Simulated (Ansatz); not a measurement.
Profile along the Be–Be line in Be (hcp, Mg type)

Be (hcp, Mg type)

```yaml
crystal:
  lattice:
    - [2.26472, 0.00000, 0.00000]
    - [-1.13236, 1.96131, 0.00000]
    - [0.00000, 0.00000, 3.56124]
  atoms:
    - { symbol: Be, position: [0.33333, 0.66667, 0.75000] }
    - { symbol: Be, position: [0.66667, 0.33333, 0.25000] }
```

Fields along a shortest Be–Be line of a (1 -1 0 0) plane (2.26 Å), from Be to Be, interpolated on the slice's grid (step about 0.1 Å). Computed with PBE (plane waves to 420 eV, PAW, scalar-relativistic; Ansatz, a quantum-chemistry and plane-wave program). k mesh 23×23×13. Inside the PAW spheres the values are not all-electron values, and peaks at nuclei hang on which shells count as valence. Be was relaxed with its symmetry unable to fall.

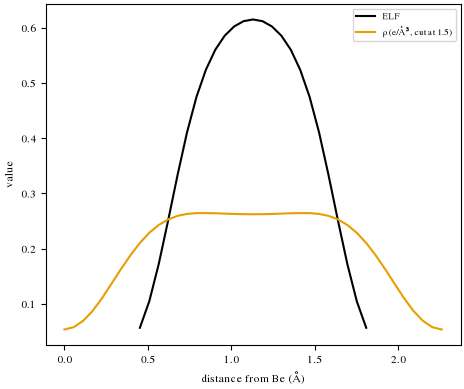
ELF (away from the nuclei) and valence density from Be to Be.

Density on the Be–Be line (2.26 Å) at its midpoint: 0.26 e/Å³. ELF at that point: 0.62. ELF maximum in the middle third of the Be–Be line: 0.62, 1.1 Å from Be.
